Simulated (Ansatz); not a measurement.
# Br$_{2}$HSi (charge +1): what the fields show

```xyz
4

Br   -2.0322    0.1462    0.1022
Si    0.0727    0.1060    0.0631
Br    1.1407   -1.4462   -0.8768
H     0.8188    1.1941    0.7115
```

Geometry: PBE0-D4/def2-TZVP.

Level of theory: RKS PBE0-D4/def2-TZVPP in Ansatz 0.2.0.

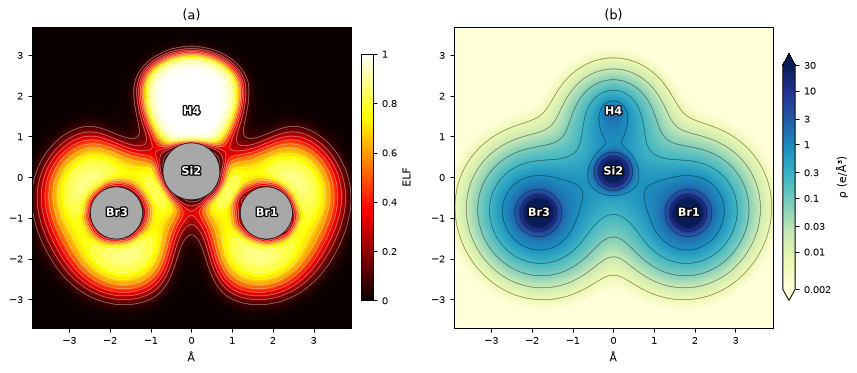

Figure 1. (a) electron localisation function; (b) total electron density on the molecular plane. Grey discs cover the atomic cores in the ELF map.

**What does the map show?**

The plane passes through Br, Si and H nuclei. Si–Br (2.11 Å): ρ is about 0.94 e/Å³ halfway; the ELF peaks at about 0.85 between the atoms (a polar covalent bond). Si–H (1.47 Å): the density is about 0.89 e/Å³ at the midpoint; the ELF climbs to about 1 towards the hydrogen, as it does in any bond to H. The ELF also peaks beside Br3 and Br1, away from the bonds: lone-pair regions.

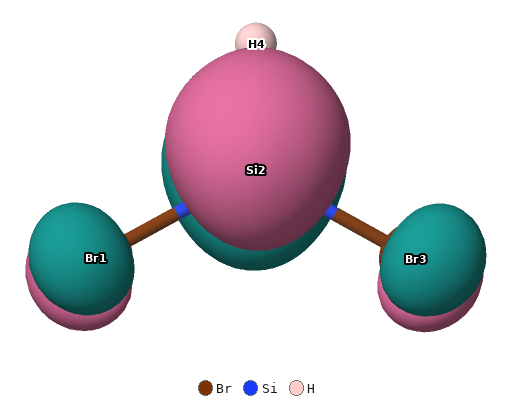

Figure 2. The LUMO at ±0.15 Å⁻³ᐟ² (teal and pink are the two phases), seen across its widest extent.

**Describe this orbital and give its energy.**

Its weight (Hirshfeld) is mainly on Si2 (about 60 %), Br1 (about 15 %) and Br3 (about 15 %); it changes sign across the molecular plane (π type). Its energy is −8.72 eV.

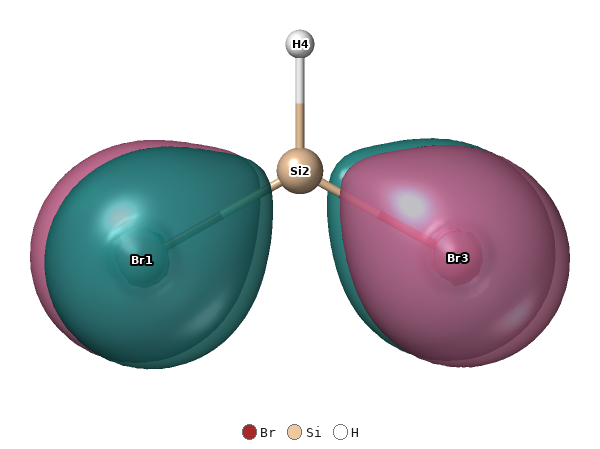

Figure 3. The HOMO−1 at ±0.08 Å⁻³ᐟ² (teal and pink are the two phases), seen at a tilt.

**Where does this orbital lie, and at what energy?**

By Hirshfeld shares it lies mainly on Br1 (about 45 %) and Br3 (about 45 %); it changes sign across the molecular plane (π type). Its energy is −14.94 eV.
